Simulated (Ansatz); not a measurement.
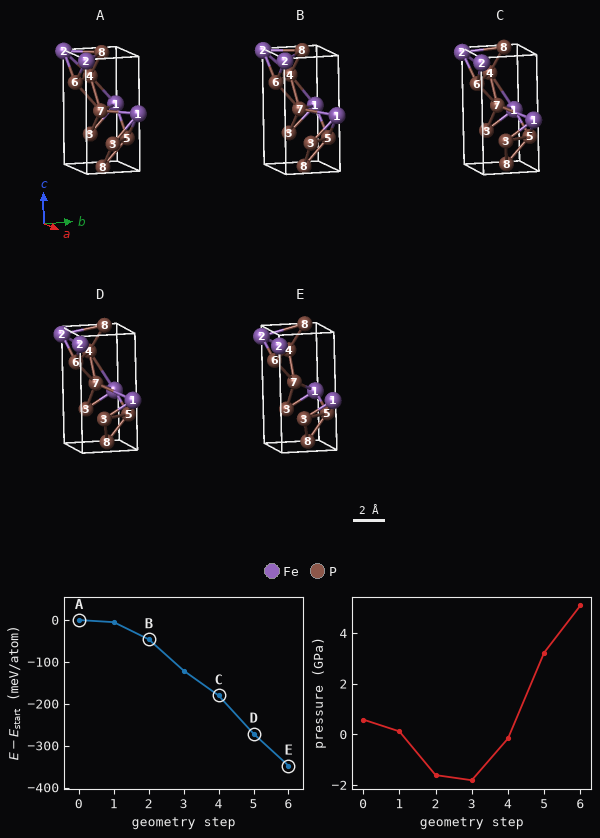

Frames of a relaxation of crystalline FeP3 (built on the Cu3Au (L1_2)_221 type) (coarse preliminary run), marked on the history of the run. Style: ball-and-stick. Shown: the cell of the calculation, slightly off an axis.

The calculation used DFT PBE, scalar-relativistic, plane waves, PAW (Ansatz 0.2.0).

The input:
```yaml
crystal:
  lattice:
    - [3.7716083276, -0.01590094, -0.0467973776]
    - [-0.01590094, 3.7920330681, -0.0430020781]
    - [-0.0935947553, -0.0860041562, 7.6015195395]
  atoms:
    - { symbol: Fe, position: [0.0094113665, -0.0213789479, 0.5018093017], spin: 2.09 }
    - { symbol: Fe, position: [0.0053524784, 0.0113859336, 0.9876197671], spin: 2.09 }
    - { symbol: P, position: [0.9897667148, 0.5033972892, 0.248532715] }
    - { symbol: P, position: [0.0271264139, 0.4972876482, 0.760447298] }
    - { symbol: P, position: [0.504557401, -0.0185366328, 0.2466207228] }
    - { symbol: P, position: [0.4938844095, 0.0148570353, 0.7557058713] }
    - { symbol: P, position: [0.4813835397, 0.4914679719, 0.4950819768] }
    - { symbol: P, position: [0.4885176762, 0.5215197024, 0.0041823472] }
basis:
  ecutwfc: 420
kpoints:
  mp_grid: { grid: [6, 6, 4] }
hamiltonian:
  xc: pbe
scf:
  occupations: { method: gaussian, width: 0.1 }
output:
  forces: true
  stress: true
  eigenvalues: true
  populations: true
magnetization:
  spin_polarized: true
relax:
  adjacent_minimum: "off"
  f_tol: 0.015
  max_steps: 120
  cell: { stress_tol: 0.15 }
```

Run as
```bash
ansatz run input.yaml --threads 1 --pin off --max-ram 2560MiB --backend cpu --events-out ev --progress --plain --runs-dir out
```

**What happens along the run?**

The run was cut off at its time limit before the relaxation converged, so the last structure is only a point on the way. Fe1 moves most relative to the cell: 0.68 Å roughly along [1 −1 −1]. By element the largest moves are Fe 0.68 Å, P 0.62 Å. The volume changes by +1.9 %, with a 3.772 → 3.541 Å (−6.1 %), b 3.792 → 4.045 Å (+6.7 %), c 7.603 → 7.825 Å (+2.9 %), α 91.3° → 93.1°, γ 90.5° → 97.9°. Some distances before and after: Fe2–P8 2.761 → 3.781 Å, Fe1–P7 2.796 → 3.801 Å, Fe2–P3 2.797 → 3.633 Å, Fe1–P4 2.749 → 3.561 Å. Bond angles that change, for instance: Fe2–P8–Fe2 173.8° → 127.3°, Fe1–P7–P4 62.4° → 99.2°, Fe2–P8–P3 123.9° → 158.0°. The space group stays P1 (No. 1). The energy falls by 348 meV per atom in 6 geometry steps. Largest force component: 0.23 eV/Å at the start, 0.75 eV/Å at the end. Pressure: 0.59 GPa at the start and 5.09 GPa at the end. The program noted that the starting moments weren't kept. From step 0 to 2: Fe1 moves most (0.19 Å), volume +2.8 %, energy −46.1 meV per atom. From step 2 to 4: Fe1 moves most (0.41 Å), volume +1.2 %, energy −134 meV per atom. From step 4 to 5: Fe2 moves most (0.20 Å), volume −2.2 %, energy −91.3 meV per atom. From step 5 to 6: Fe2 moves most (0.20 Å), volume +0.1 %, energy −76.4 meV per atom.

```tsv
step	E − E(0), meV/atom	largest force component, eV/Å	pressure, GPa	volume, Å³/atom
0	0.00	0.2286	0.59	13.586
1	-5.04	0.2911	0.12	13.660
2	-46.05	0.5610	-1.61	13.972
3	-120.79	0.8422	-1.81	14.121
4	-180.19	1.1639	-0.16	14.141
5	-271.46	1.5204	3.23	13.830
6	-347.84	0.7489	5.09	13.849
```
